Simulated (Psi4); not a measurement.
**CO (charge +1): geometry relaxation (part 1 of 3)**

The run: geometry relaxation of CO, charge +1, multiplicity 2. Method and program: wB97X-D/pcseg-1, UKS (Psi4 1.11).

The starting geometry was optimised with wB97X-D/pcseg-1.

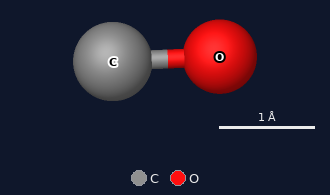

Fig. 1: The structure as given in the input (ball-and-stick view, seen at an oblique angle).

**The input (input.in)**
```
memory 1.6 GB

molecule {
  1 2
  C      0.483525    -0.213242     0.194060
  O     -0.481449     0.192185    -0.230434
  symmetry c1
}

set {
  basis pcseg-1
  reference uks
}

opt("wb97x-d")
print_variables()
```

Hardware: 1 thread of AMD EPYC (Zen 3), 192 GiB of memory available, shared host.

Run as:
```bash
psi4 input.in input.out -n 1
```

**Output**
```
Psi4 1.11 release

gradient() will perform analytic gradient computation.

   => Loading Basis Set <=

    Name: PCSEG-1
    Role: ORBITAL
    Keyword: BASIS

   => WB97X-D: Empirical Dispersion <=

    Chai and Head-Gordon Dispersion Correction

        s6 =       1.000000

         ---------------------------------------------------------
                                   SCF
                              UKS Reference
                        1 Threads,   1525 MiB Core
         ---------------------------------------------------------

  ==> Geometry <==

    Molecular point group: c1
    Full point group: C_inf_v

    Geometry (in Angstrom), charge = 1, multiplicity = 2:

       Center              X                  Y                   Z               Mass
    ------------   -----------------  -----------------  -----------------  -----------------
         C            0.000000000000    -0.000000000000     0.645333247387    12.000000000000
         O           -0.000000000000     0.000000000000    -0.484153817187    15.994914619570

  Running in c1 symmetry.

  Rotational constants: A = ************  B =      1.92730  C =      1.92730 [cm^-1]
  Rotational constants: A = ************  B =  57779.08385  C =  57779.08385 [MHz]
  Nuclear repulsion =   22.488532103490780

  Charge       = 1
  Multiplicity = 2
  Electrons    = 13
  Nalpha       = 7
  Nbeta        = 6

  ==> Algorithm <==

  SCF Algorithm Type is DF.
  DIIS enabled.
  MOM disabled.
  Fractional occupation disabled.
  Guess Type is SAD.
  Energy threshold   = 1.00e-08
  Density threshold  = 1.00e-08
  Integral threshold = 1.00e-12

  ==> Primary Basis <==

  Basis Set: PCSEG-1
    Blend: PCSEG-1
    Number of shells: 12
    Number of basis functions: 28
    Number of Cartesian functions: 30
    Spherical Harmonics?: true
    Max angular momentum: 2

  ==> DFT Potential <==

   => LibXC <=

    Version 7.1.2

   => Composite Functional: WB97X-D <=

    wB97X-D Hyb-GGA Exchange-Correlation Functional

    Deriv               =              1
    GGA                 =           TRUE
    Meta                =          FALSE

    Exchange Hybrid     =           TRUE
    MP2 Hybrid          =          FALSE

   => Exchange-Correlation Functionals <=

    1.0000   wB97X-D range-separated functional

   => Exact (HF) Exchange <=

    0.7780            HF,LR [omega = 0.2000]
    0.2220               HF

   => LibXC Density Thresholds  <==

    XC_HYB_GGA_XC_WB97X_D:  1.00E-14

   => Molecular Quadrature <=

    Radial Scheme          =       TREUTLER
    Pruning Scheme         =           NONE
    Nuclear Scheme         =       TREUTLER

    Blocking Scheme        =         OCTREE
    BS radius alpha        =              1
    Pruning alpha          =              1
    Radial Points          =             75
    Spherical Points       =            302
    Total Points           =          43206
    Total Blocks           =            391
    Max Points             =            255
    Max Functions          =             28
    Weights Tolerance      =       1.00E-15

   => Loading Basis Set <=

    Name: (PCSEG-1 AUX)
    Role: JKFIT
    Keyword: DF_BASIS_SCF

  ==> Integral Setup <==

  DFHelper Memory: AOs need 0.003 GiB; user supplied 1.084 GiB.
  SCF_SUBTYPE=INCORE selected. In-core MEM_DF algorithm will be used.
  Using in-core AOs.

  ==> MemDFJK: Density-Fitted J/K Matrices <==

    J tasked:                   Yes
    K tasked:                   Yes
    wK tasked:                  Yes
    Omega:                2.000E-01
    Memory [MiB]:              1110
    Algorithm:                 Core
    Schwarz Cutoff:           1E-12
    Mask sparsity (%):       0.0000
    Fitting Condition:        1E-10

   => Auxiliary Basis Set <=

  Basis Set: (PCSEG-1 AUX)
    Blend: DEF2-UNIVERSAL-JKFIT
    Number of shells: 50
    Number of basis functions: 152
    Number of Cartesian functions: 182
    Spherical Harmonics?: true
    Max angular momentum: 4

  Cached 100.0% of DFT collocation blocks in 0.034 [GiB].

  Minimum eigenvalue in the overlap matrix is 2.5667569304E-02.
  Reciprocal condition number of the overlap matrix is 8.0197538913E-03.
    Using symmetric orthogonalization.

  ==> Pre-Iterations <==

  SCF Guess: Superposition of Atomic Densities via on-the-fly atomic UHF (no occupation information).

   -------------------------
    Irrep   Nso     Nmo
   -------------------------
     A         28      28
   -------------------------
    Total      28      28
   -------------------------

  ==> Iterations <==

                           Total Energy        Delta E     RMS |[F,P]|

   @DF-UKS iter SAD:  -112.56635697963034   -1.12566e+02   0.00000e+00
   @DF-UKS iter   1:  -112.64314696272641   -7.67900e-02   1.54505e-02 ADIIS/DIIS
   @DF-UKS iter   2:  -112.40283799054684    2.40309e-01   3.36665e-02 ADIIS/DIIS
   @DF-UKS iter   3:  -112.72925086041306   -3.26413e-01   2.30841e-03 ADIIS/DIIS
   @DF-UKS iter   4:  -112.73129125794679   -2.04040e-03   3.68585e-04 ADIIS/DIIS
   @DF-UKS iter   5:  -112.73151972660497   -2.28469e-04   2.38473e-04 ADIIS/DIIS
   @DF-UKS iter   6:  -112.73170352018384   -1.83794e-04   1.20949e-04 ADIIS/DIIS
   @DF-UKS iter   7:  -112.73176107569969   -5.75555e-05   3.11058e-05 DIIS
   @DF-UKS iter   8:  -112.73176184907929   -7.73380e-07   3.97477e-06 DIIS
   @DF-UKS iter   9:  -112.73176188191647   -3.28372e-08   1.36013e-06 DIIS
   @DF-UKS iter  10:  -112.73176188709817   -5.18170e-09   3.63226e-07 DIIS
   @DF-UKS iter  11:  -112.73176188725574   -1.57570e-10   3.57114e-08 DIIS
   @DF-UKS iter  12:  -112.73176188725719   -1.44951e-12   8.94328e-09 DIIS
  Energy and wave function converged.

  ==> Post-Iterations <==

   Electrons on quadrature grid:
      Nalpha   =    6.9999998196 ; deviation = -1.804e-07
      Nbeta    =    5.9999997700 ; deviation = -2.300e-07
      Ntotal   =   12.9999995897 ; deviation = -4.103e-07

   @Spin Contamination Metric:   2.314813417E-02
   @S^2 Expected:                7.500000000E-01
   @S^2 Observed:                7.731481342E-01
   @S   Expected:                5.000000000E-01
   @S   Observed:                5.000000000E-01

    Orbital Energies [Eh]
    ---------------------

    Alpha Occupied:

       1A    -19.767277     2A    -10.913389     3A     -1.670702
       4A     -1.063523     5A     -0.951180     6A     -0.946819
       7A     -0.946819

    Alpha Virtual:

       8A     -0.353392     9A     -0.353392    10A     -0.000592
      11A      0.163028    12A      0.163028    13A      0.195357
      14A      0.421469    15A      0.507564    16A      0.619868
      17A      0.619868    18A      1.216270    19A      1.216275
      20A      1.264222    21A      1.264222    22A      1.321396
      23A      1.946403    24A      1.946406    25A      2.051402
      26A      2.535268    27A      2.535268    28A      2.871495

    Beta Occupied:

       1A    -19.769047     2A    -10.891876     3A     -1.663739
       4A     -1.023381     5A     -0.941426     6A     -0.941426

    Beta Virtual:

       7A     -0.569585     8A     -0.306757     9A     -0.306757
      10A      0.007699    11A      0.180761    12A      0.180761
      13A      0.270118    14A      0.457176    15A      0.524425
      16A      0.612884    17A      0.612884    18A      1.268121
      19A      1.268121    20A      1.323357    21A      1.324114
      22A      1.324114    23A      1.944737    24A      1.944739
      25A      2.106239    26A      2.559156    27A      2.559156
      28A      2.880886

    Final Occupation by Irrep:
              A
    DOCC [     6 ]
    SOCC [     1 ]
    NA   [     7 ]
    NB   [     6 ]

  @DF-UKS Final Energy:  -112.73176188725719

   => Energetics <=

    Nuclear Repulsion Energy =             22.4885321034907797
    One-Electron Energy =                -192.4388247962816649
    Two-Electron Energy =                  66.7122872408943266
    DFT Exchange-Correlation Energy =      -9.4937557907848547
    Empirical Dispersion Energy =          -0.0000006445757571
    VV10 Nonlocal Energy =                  0.0000000000000000
    Total Energy =                       -112.7317618872571927

  UHF NO Occupations:
  HONO-2 :    5  A 1.9943572
  HONO-1 :    6  A 1.9943572
  HONO-0 :    7  A 1.0000000
  LUNO+0 :    8  A 0.0056428
  LUNO+1 :    9  A 0.0056428
  LUNO+2 :   10  A 0.0002969
  LUNO+3 :   11  A 0.0000232

Computation Completed

Properties will be evaluated at   0.000000,   0.000000,   0.000000 [a0]

Properties computed using the SCF density matrix

 Multipole Moments:

 ------------------------------------------------------------------------------------
     Multipole            Electronic (a.u.)      Nuclear  (a.u.)        Total (a.u.)
 ------------------------------------------------------------------------------------

 L = 1.  Multiply by 2.5417464519 to convert [e a0] to [Debye]
 Dipole X            :         -0.0000000           -0.0000000           -0.0000000
 Dipole Y            :         -0.0000000            0.0000000           -0.0000000
 Dipole Z            :          1.1654067           -0.0023264            1.1630803
 Magnitude           :                                                    1.1630803

 ------------------------------------------------------------------------------------

	total time  =          2 seconds =       0.03 minutes

         ------------------------------------------------------------
                                   SCF GRAD
         ------------------------------------------------------------

  ==> Geometry <==

    Molecular point group: c1
    Full point group: C_inf_v

    Geometry (in Angstrom), charge = 1, multiplicity = 2:

       Center              X                  Y                   Z               Mass
    ------------   -----------------  -----------------  -----------------  -----------------
         C            0.000000000000    -0.000000000000     0.645333247387    12.000000000000
         O           -0.000000000000     0.000000000000    -0.484153817187    15.994914619570

  Nuclear repulsion =   22.488532103490780

  ==> Basis Set <==

  Basis Set: PCSEG-1
    Blend: PCSEG-1
    Number of shells: 12
    Number of basis functions: 28
    Number of Cartesian functions: 30
    Spherical Harmonics?: true
    Max angular momentum: 2

  ==> DFJKGrad: Density-Fitted SCF Gradients <==

    Gradient:                    1
    J tasked:                  Yes
    K tasked:                  Yes
    wK tasked:                 Yes
    Omega:               2.000E-01
    Integrals threads:           1
    Memory [MiB]:             1144
    Schwarz Cutoff:          1E-12
    Fitting Condition:       1E-10

   => Auxiliary Basis Set <=

  Basis Set: (PCSEG-1 AUX)
    Blend: DEF2-UNIVERSAL-JKFIT
    Number of shells: 50
    Number of basis functions: 152
    Number of Cartesian functions: 182
    Spherical Harmonics?: true
    Max angular momentum: 4

   => Molecular Quadrature <=

    Radial Scheme          =       TREUTLER
    Pruning Scheme         =           NONE
    Nuclear Scheme         =       TREUTLER

    Blocking Scheme        =         OCTREE
    BS radius alpha        =              1
    Pruning alpha          =              1
    Radial Points          =             75
    Spherical Points       =            302
    Total Points           =          43206
    Total Blocks           =            391
    Max Points             =            255
    Max Functions          =             28
    Weights Tolerance      =       1.00E-15

  -Total Gradient:
     Atom            X                  Y                   Z
    ------   -----------------  -----------------  -----------------
       1       -0.000000000000    -0.000000000000     0.048048536921
       2       -0.000000000000    -0.000000000000    -0.048664178943

	total time  =          1 seconds =       0.02 minutes

    			-----------------------------------------

    			 OPTKING 3.0: for geometry optimizations

    			        with contributions from

    			-----------------------------------------

	                            ===> Fragment 1 <==

	 Z (Atomic Numbers)          Masses                          Geom
	       6.000000            12.000000          0.00000000 -0.00000000  1.21950310
	       8.000000            15.994915         -0.00000000  0.00000000 -0.91491812

	 - Coordinate -           - BOHR/RAD -       - ANG/DEG -
	 R(1,2)           =         2.134421           1.129487

	        --- Internal Coordinate Step in ANG or DEG, aJ/ANG or AJ/DEG ---
	-------------------------------------------------------------------------------
	           Coordinate      Previous         Force          Change          New
	           ----------      --------        ------          ------        ------
	               R(1,2)       1.12949       -0.39839       -0.01704       1.11245
	-------------------------------------------------------------------------------

	                                 ==> Convergence Check <==

	Measures of convergence in internal coordinates in au.

	Criteria marked as inactive (o), active & met (*), and active & unmet ( ).

	----------------------------------------------------------------------------------------------~
	   Step    Total Energy     Delta E     Max Force     RMS Force      Max Disp      RMS Disp   ~
	----------------------------------------------------------------------------------------------~
	  Convergence Criteria     1.00e-06 *    3.00e-04 *             o    1.20e-03 *             o~
	----------------------------------------------------------------------------------------------~
	     1    -112.73176189   -1.13e+02      4.84e-02      4.84e-02 o    3.22e-02      3.22e-02 o  ~
	----------------------------------------------------------------------------------------------

Next Geometry in Ang
	Fragment 1 (Ang)

	    C   0.0000000000  -0.0000000000   0.6368145199
	    O  -0.0000000000   0.0000000000  -0.4756350897

    Structure for next step:
    Molecular point group: c1
    Full point group: C_inf_v

    Geometry (in Angstrom), charge = 1, multiplicity = 2:

    C            0.000000000000    -0.000000000000     0.635598885200
    O           -0.000000000000     0.000000000000    -0.476850724359

gradient() will perform analytic gradient computation.

  ==> Geometry <==

    Molecular point group: c1
    Full point group: C_inf_v

    Geometry (in Angstrom), charge = 1, multiplicity = 2:
```
